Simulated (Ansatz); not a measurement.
# CH3BFNO (SMILES NC1(F)BO1): HF/3-21G

What is the vertical ionisation energy of CH3BFNO at HF/3-21G? 

The calculation is run with Ansatz 0.2.0.

151 further runs of the same task are left out: 151 set aside as unsound or not needed.

### Step 1. Starting point

CH3BFNO has 8 atoms, charge 0, and is taken as a singlet. SMILES: `NC1(F)BO1`. The coordinates come from a PBE0-D4/def2-TZVP relaxation. This is one conformer, not always the lowest.

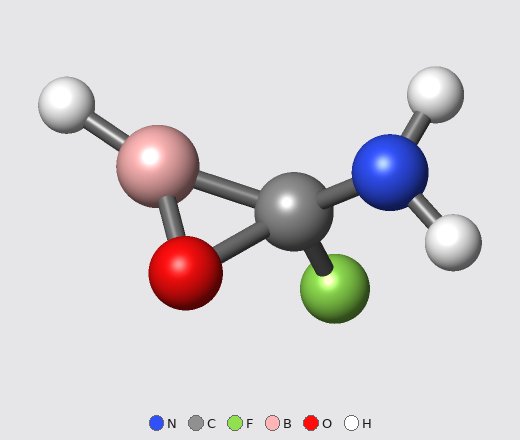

Viewed from a chosen angle; nitrogen blue, carbon grey, fluorine green, boron pink, oxygen red, hydrogen white.

### Step 2. The energy at HF/3-21G

File in.yaml:

```yaml
crystal:
  periodic: [false, false, false]
  atoms:
    - symbol: "N"
      position_ang: [-0.431000, 1.148400, 0.184600]
    - symbol: C
      position_ang: [0.054100, -0.061200, -0.289600]
    - symbol: F
      position_ang: [0.122100, -0.132700, -1.658300]
    - symbol: B
      position_ang: [0.337600, -1.307200, 0.515100]
    - symbol: O
      position_ang: [1.346900, -0.473000, 0.255300]
    - symbol: H
      position_ang: [-1.439500, 1.170100, 0.211400]
    - symbol: H
      position_ang: [-0.075300, 1.941600, -0.336200]
    - symbol: H
      position_ang: [0.177200, -2.343100, 1.061900]
basis:
  gaussian:
    orbitals: 3-21G.json
hamiltonian:
  xc: hf
accuracy: high
output:
  orbitals: {seedname: orbitals}
```

The basis set 3-21G is read from a file made from the Basis Set Exchange's data (not shown).

The run is started by

```sh
$ ansatz run in.yaml --threads 1 --pin off --max-ram 3480MiB --events-out events.jsonl --progress --plain --runs-dir runs
```

Standard output:

```text
Warning: RAYON_NUM_THREADS=1 ignored (pool sized by the plan → 1); use --threads N
Functional definition: HF
  name "HF"
  exchange = exact_x
  correlation = 0
1208 factors; integrals over basis functions are off by at most 1.1e-8 eV
mean field evaluation 1: about -7925.9638 eV, gradient 3.7e1 eV
mean field evaluation 2: about -7926.3962 eV, gradient 3.8e1 eV
mean field evaluation 4: about -7929.5248 eV, gradient 3.5e0 eV
mean field evaluation 8: about -7929.5788 eV, gradient 8.0e-2 eV
mean field evaluation 16: about -7929.5789 eV, gradient 2.3e-8 eV
mean field -7929.57885640 eV, -291.4066481111 hartree, gradient 2.3e-8 eV, S^2 0.000000; 0 other end points of the search recorded, 0 dependent functions left out
reference -7929.57885640 eV, -291.4066481111 hartree; 19, 19 occupied and 32, 32 virtual orbitals, 1208 factors
Total energy: -7929.57885640 eV, -291.4066481111 hartree
```

Wall time 0.62 s (1 thread of Arm Neoverse V2, shared host); peak memory 0.11 GiB.

### Step 3. The doublet cation, same level

File in.yaml:

```yaml
crystal:
  periodic: [false, false, false]
  atoms:
    - {symbol: N, position_ang: [-0.431000, 1.148400, 0.184600]}
    - {symbol: C, position_ang: [0.054100, -0.061200, -0.289600]}
    - {symbol: F, position_ang: [0.122100, -0.132700, -1.658300]}
    - {symbol: B, position_ang: [0.337600, -1.307200, 0.515100]}
    - {symbol: O, position_ang: [1.346900, -0.473000, 0.255300]}
    - {symbol: H, position_ang: [-1.439500, 1.170100, 0.211400]}
    - {symbol: H, position_ang: [-0.075300, 1.941600, -0.336200]}
    - {symbol: H, position_ang: [0.177200, -2.343100, 1.061900]}
basis:
  gaussian:
    orbitals: 3-21G.json
accuracy: high
output:
  orbitals: {seedname: orbitals}
hamiltonian:
  xc: hf
magnetization:
  spin_polarized: true
  initial_magnetization: 1
total_charge: 1
```

The basis set 3-21G is read from a file made from the Basis Set Exchange's data (not shown).

The run is started by

```sh
$ ansatz run in.yaml --threads 1 --pin off --max-ram 3480MiB --events-out events.jsonl --progress --plain --runs-dir runs
```

Standard output:

```text
Warning: RAYON_NUM_THREADS=1 ignored (pool sized by the plan → 1); use --threads N
[... 4 set-up lines as earlier in the session ...]
1205 factors; integrals over basis functions are off by at most 1.1e-8 eV
mean field evaluation 1: about -7913.5773 eV, gradient 3.6e1 eV
mean field evaluation 2: about -7913.5749 eV, gradient 3.6e1 eV
mean field evaluation 4: about -7919.1178 eV, gradient 3.5e0 eV
mean field evaluation 8: about -7919.3516 eV, gradient 4.3e-1 eV
mean field evaluation 16: about -7919.3593 eV, gradient 9.2e-8 eV
mean field evaluation 32: about -7918.4585 eV, gradient 9.9e-1 eV
mean field evaluation 64: about -7919.7858 eV, gradient 3.1e0 eV
mean field evaluation 96: about -7919.2713 eV, gradient 1.8e0 eV
mean field -7919.96724680 eV, -291.0534279731 hartree, gradient 1.6e-8 eV, S^2 0.760667; 1 other end points of the search recorded, 0 dependent functions left out
reference -7919.96724680 eV, -291.0534279731 hartree; 19, 18 occupied and 32, 33 virtual orbitals, 1205 factors
Total energy: -7919.96724680 eV, -291.0534279731 hartree
```

Wall time 2.2 s (1 thread of Arm Neoverse V2, shared host); peak memory 0.13 GiB.

### Step 4. What came out

At HF/3-21G:

```
                                          quantity          value
                     singlet CH3BFNO: total energy  -291.40665 Eh
                      singlet CH3BFNO: HOMO energy      -11.51 eV
                      singlet CH3BFNO: LUMO energy        3.45 eV
                    singlet CH3BFNO: HOMO–LUMO gap       14.96 eV
                      doublet cation: total energy  -291.05343 Eh
doublet cation: HOMO energy (highest over α and β)      -18.07 eV
 doublet cation: LUMO energy (lowest over α and β)       -7.52 eV
                              doublet cation: ⟨S²⟩          0.761
vertical ionisation energy (to the doublet cation)       9.612 eV
```

The vertical ionisation energy comes to 9.61 eV (222 kcal/mol). −ε(HOMO) before ionisation, 11.51 eV, is 1.90 eV above this ionisation energy.
